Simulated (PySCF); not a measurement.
**C4H6F2O2Si: density, localisation and related maps**

Input file:

```
{"job": {"kind": "uv", "xc": "CAM-B3LYP", "basis": "def2-SVPD", "nstates": 8, "ntriplets": 3}, "charge": 0, "multiplicity": 1}
O     -1.064244    -0.276137     1.876377
C     -1.567606    -0.096558     0.803422
C     -0.775334    -0.073705    -0.472574
F     -1.626858    -0.219518    -1.546211
C     -0.059903     1.295632    -0.554649
O      1.011115     1.282683     0.332074
Si     1.610518    -0.198995     0.703008
C      0.324552    -1.125863    -0.397447
F      0.874194    -1.310933    -1.651720
H     -2.644965     0.101774     0.672745
H     -0.735279     2.115478    -0.291298
H      0.287542     1.432124    -1.585043
H      2.901804    -0.374080     0.050244
H      1.527494    -0.449448     2.124780
H     -0.067445    -2.094462    -0.085620
```

Command:

```sh
OMP_NUM_THREADS=1 python probes_run.py task.json out
```

Geometry: GFN2-xTB.

Method: CAM-B3LYP/def2-SVPD, SCF density, gas phase in PySCF.

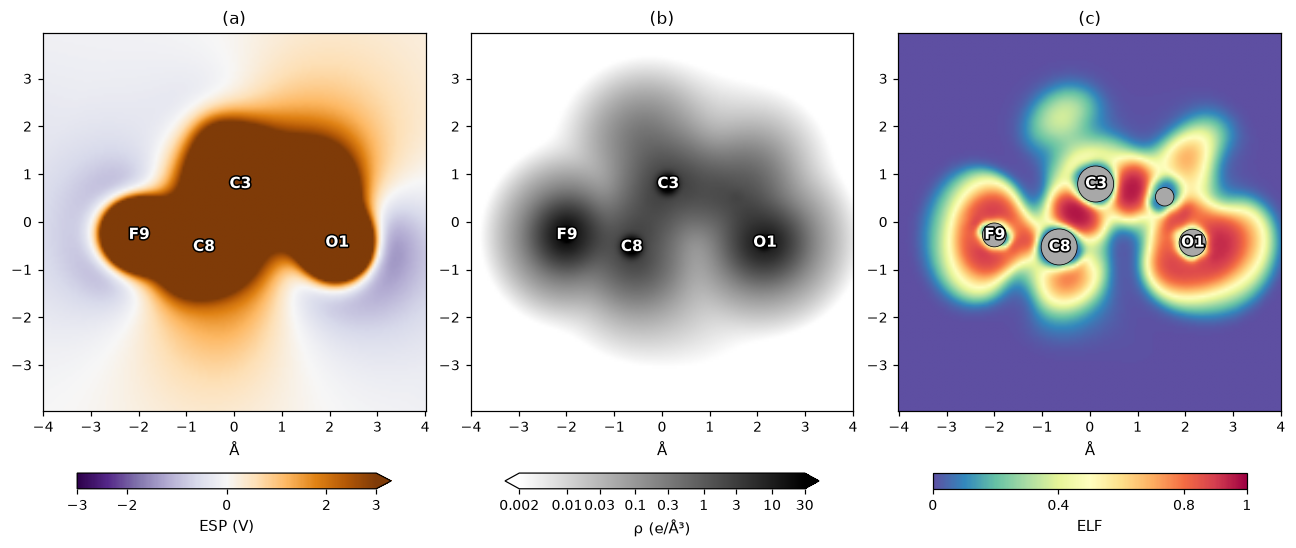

Figure 1. (a) electrostatic potential; (b) total electron density; (c) ELF on the plane of atoms C3, C8 and F9. Grey discs cover the atomic cores in the ELF map.

Question: Interpret the plot.

Answer:
- The plane passes through O, C and F nuclei.
- C–F (1.38 Å): ρ at the midpoint is about 2 e/Å³, with its minimum of 1.6 e/Å³ about 0.5 Å from C; the ELF peaks at about 0.85 between the atoms; a shared but strongly polarised pair.
- C–C (1.52 Å): the density is about 1.7 e/Å³ at the midpoint; the ELF peaks at about 0.95 between the atoms (a covalent bond).
- The ELF also peaks beside O1 and F9, away from the bonds: lone-pair regions.
- Outside the dense part of the molecule the potential is most negative (−1.4 V) near O1.

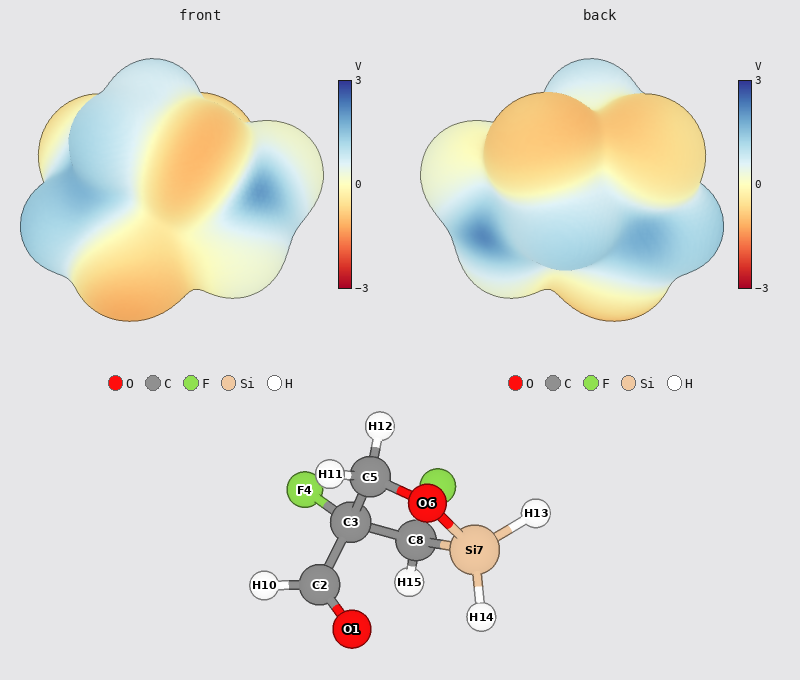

Figure 2. The electrostatic potential painted on the density surface at 0.002 e/bohr³, seen from the front and from behind; the colour scale runs from red (negative) to blue (positive). The bare structure is drawn below in the same view.

Question: Describe the electrostatic potential map.

Answer: The most negative region (about −1.1 V, or −25 kcal/mol for a unit charge) lies over O1, the most positive (about +1.9 V, or +44 kcal/mol for a unit charge) over Si7. O1 is the likeliest acceptor of a hydrogen bond.
